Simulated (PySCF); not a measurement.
# One shape, several levels: H2O2 (hydrogen peroxide)

Aim: a comparison of 6 runs (PBE/STO-3G, r2SCAN/STO-3G, UMP2/STO-3G, BCCD(T)/STO-3G, CCSDT/STO-3G, CCSDTQ/STO-3G) of H2O2 (hydrogen peroxide). 

The results are computed with PySCF 2.14.0.

8 further runs of the same task are left out: 8 set aside as unsound or not needed.

### Step 1. Starting point

The species is H2O2 (4 atoms), meant as a singlet with charge 0. As SMILES, `OO`. The O2–H4 distance was set to 1.737 Å, away from the relaxed value. At this shape a bond of the SMILES string is far longer than usual.

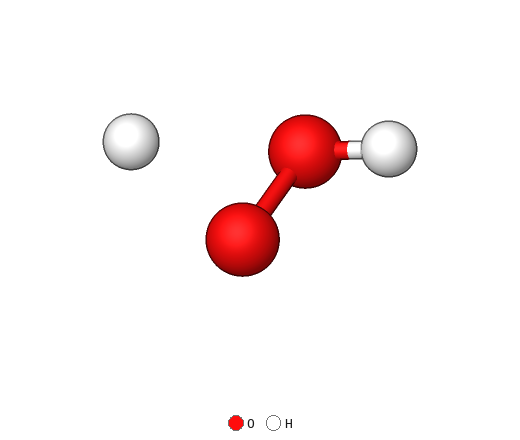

The structure, seen from a chosen angle (oxygen red, hydrogen white).

### Step 2. The energy at PBE/STO-3G (run 1)

Input file input.xyz:

```xyz
4
H2O2
O     -0.649847    -0.774229     0.760073
O     -0.114747     0.535271     0.936373
H      0.023353    -1.310129     1.196873
H      0.252100     0.969800    -0.704900
```

Input file run.py:

```python
from pyscf import gto, dft

mol = gto.M(
    atom='input.xyz',
    verbose=3,
    max_memory=1860,
    spin=0,
    charge=0,
    basis='sto-3g',
)

myscf = dft.RKS(mol)
myscf.xc = 'pbe'
myscf.conv_tol = 1e-10
myscf.grids.level = 5
myscf.kernel()
if not myscf.converged:
    myscf = myscf.newton().run(myscf.mo_coeff, myscf.mo_occ)

e_final = myscf.e_tot
print('E(%s) = %.9f' % ('PBE', e_final))
```

The run is started by

```console
$ OMP_NUM_THREADS=1 python run.py
```

Log:

```text
converged SCF energy = -149.189180996485
E(PBE) = -149.189180996
```

Run time: 2.1 s. Hardware: 1 thread of Arm Neoverse V2, shared host; peak memory 0.17 GiB.

### Step 3. A single-point energy at r2SCAN/STO-3G (run 2)

Input file geometry.xyz:

```xyz
4

O     -0.649847    -0.774229     0.760073
O     -0.114747     0.535271     0.936373
H      0.023353    -1.310129     1.196873
H      0.252100     0.969800    -0.704900
```

Input file calc.py:

```python
from pyscf import gto, dft

mol = gto.M(
    atom='geometry.xyz',
    basis='sto-3g',
    verbose=3,
    spin=0,
    max_memory=1860,
)

myscf = dft.RKS(mol)
myscf.xc = 'r2scan'
myscf.grids.level = 5
myscf.conv_tol = 1e-10
myscf.kernel()
if not myscf.converged:
    myscf = myscf.newton().run(myscf.mo_coeff, myscf.mo_occ)

e_final = myscf.e_tot
print(f'total energy: {e_final:.8f} hartree')
```

The run is started by

```console
$ OMP_NUM_THREADS=1 python calc.py
```

Log:

```text
converged SCF energy = -149.283237912418
total energy: -149.28323791 hartree
```

Wall time 3.6 s (1 thread of Arm Neoverse V2, shared host); peak memory 0.17 GiB.

Runs 3 to 5 aren't shown in full; the table further down has their settings and results.

### Step 4. The energy at CCSDTQ/STO-3G (run 6)

Input file job.py:

```python
from pyscf import gto, cc

mol = gto.M(
    atom='''
O     -1.228033    -1.463081     1.436330
O     -0.216840     1.011516     1.769489
H      0.044131    -2.475785     2.261762
H      0.476400     1.832656    -1.332068
''',
    basis='sto-3g',
    unit='bohr',
    verbose=3,
    charge=0,
    spin=0,
    max_memory=1860,
)

hf = mol.RHF()
hf.conv_tol = 1e-10
hf.kernel()
if not hf.converged:
    hf = hf.newton().run(hf.mo_coeff, hf.mo_occ)

mycc = cc.CCSDTQ(hf, frozen=2)
mycc.kernel()
e_tot = mycc.e_tot
print('Final energy', e_tot)
```

The run is started by

```console
$ OMP_NUM_THREADS=1 python job.py
```

Log:

```text
converged SCF energy = -148.566506795057
_make_eris_incore_RCCSDTQ
RCCSDTQ converged
E(RCCSDTQ) = -148.7776270893952   E_corr = -0.2111202943382445
E_corr(same-spin) = -0.00835903156263246
E_corr(oppo-spin) = -0.202761262775612
Final energy -148.77762708939522
```

Wall time 3.9 s (1 thread of Arm Neoverse V2, shared host); peak memory 0.12 GiB.

### Step 5. Overview of the runs

```tsv
run	level	integration grid	frozen core orbitals	energy (Eh)	dipole moment (D) of the reference	HOMO energy (eV)	LUMO energy (eV)	wall time
1	PBE/STO-3G	5	–	-149.189181	1.54	-1.91	-0.18	2.1 s
2	r2SCAN/STO-3G	5	–	-149.283238	1.52	-2.52	-0.33	3.6 s
3	UMP2/STO-3G	–	2	-148.723639	1.43	-10.04	9.09	0.74 s
4	BCCD(T)/STO-3G	–	2	-148.776006	–	–	–	0.95 s
5	CCSDT/STO-3G	–	2	-148.776796	1.35	-8.26	4.72	0.87 s
6	CCSDTQ/STO-3G	–	2	-148.777627	1.35	-8.26	4.72	3.9 s
```

### Step 6. Summary of results

```
                                          quantity          value
                               run 6: total energy  -148.77763 Eh
       run 6: dipole moment (Hartree–Fock density)         1.35 D
        run 6: HOMO energy (Hartree–Fock orbitals)       -8.26 eV
        run 6: LUMO energy (Hartree–Fock orbitals)        4.72 eV
      run 6: HOMO–LUMO gap (Hartree–Fock orbitals)       12.98 eV
run 6: correlation energy (2 core orbitals frozen)     -211.1 mEh
                              run 6: T1 diagnostic          0.022
```

In words: Totals of different functionals can't be ranked against each other. In runs 1, 2, 3, 4, 5, 6 the basis is minimal, so the values are rough. In runs 1, 2 a closed-shell determinant meets a far-stretched bond, which it describes badly. Spin contamination of the reference: run 3 ⟨S²⟩ = 0.88. Where it is this large, the reference is a mixture of spin states, and values that rest on it are in doubt. All runs together took 12 s, the longest 3.9 s.
